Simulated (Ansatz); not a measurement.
# H2O3Sn (charge +1, doublet): what the fields show

```yaml
atoms:
  - { symbol: Sn, position_ang: [-0.3427, 1.4725, 0.8693] }
  - { symbol: O, position_ang: [1.3198, 0.1597, -1.5367] }
  - { symbol: O, position_ang: [0.4965, -0.2926, -0.6087] }
  - { symbol: O, position_ang: [-1.4729, 0.1328, 1.7454] }
  - { symbol: H, position_ang: [-1.5897, -0.8271, 1.5955] }
  - { symbol: H, position_ang: [1.5890, -0.6453, -2.0648] }
```

Geometry: PBE-D4/def2-SVP; core potentials replace the inner electrons of Sn.

Level of theory: Ansatz 0.2.0, UKS PBE0-D4/def2-TZVP.

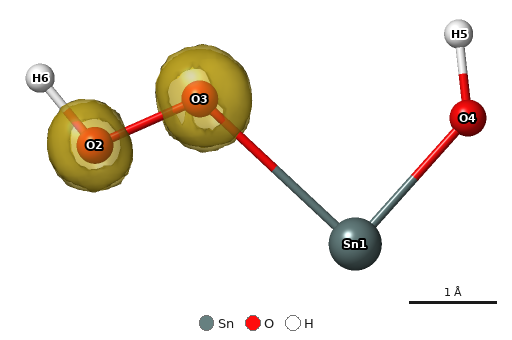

Figure 1. Isosurfaces of the spin density (α minus β) at +0.1 (yellow) and −0.1 e/Å³ (cyan), seen across its widest extent.

Which atoms carry the spin?

The unpaired spin (1 electron) lies mostly on O3 (about 0.6) and O2 (about 0.4), in electrons by Hirshfeld's partition. Only one sign reaches the isovalue.

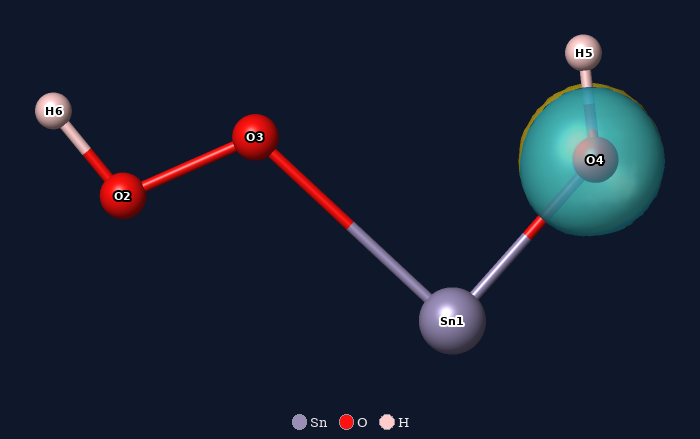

Figure 2. The HOMO−1 (β) at ±0.3 Å⁻³ᐟ² (yellow and cyan are the two phases), seen across its widest extent.

Describe this orbital and give its energy.

It lies mainly on O4 (about 80 %) and Sn1 (about 15 %); it changes sign across the molecular plane (π type). Its energy is −13.98 eV.

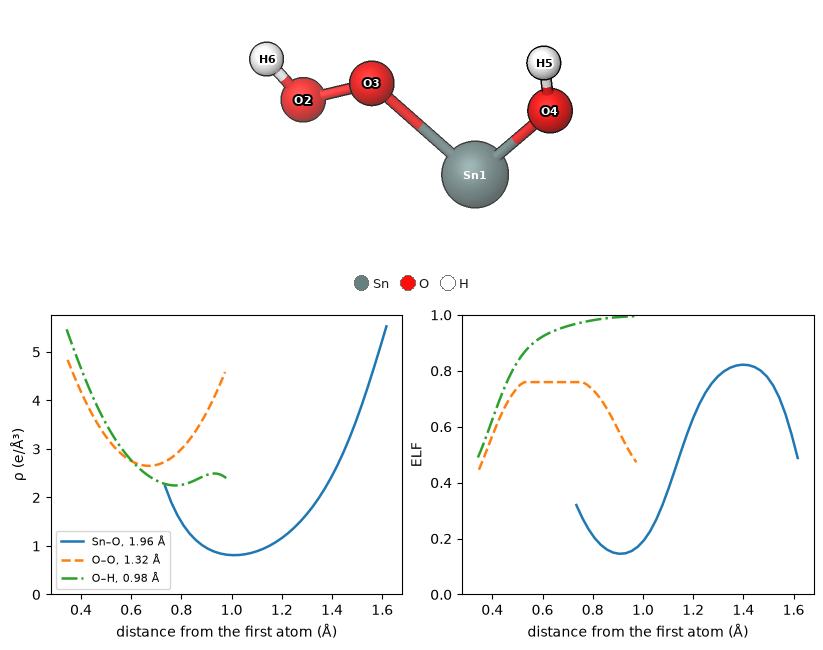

Figure 3. Electron density and electron localisation function along straight lines between neighbouring atoms. The curves leave out the atomic cores. The structure is drawn too.

What can be read from the curves?

Sn–O (1.96 Å): the density is about 0.82 e/Å³ at the midpoint; the ELF peaks at about 0.80 in the valence shell of O, 0.6 Å from its nucleus, and drops to about 0.15 between the two atoms.
O–O (1.32 Å): ρ at the midpoint is about 2.7 e/Å³; the ELF peaks at about 0.75 between the atoms (a covalent bond).
O–H (0.98 Å): ρ is about 3.6 e/Å³ halfway; the ELF climbs to about 1 towards the hydrogen, as it does in any bond to H; a covalent bond by its length.
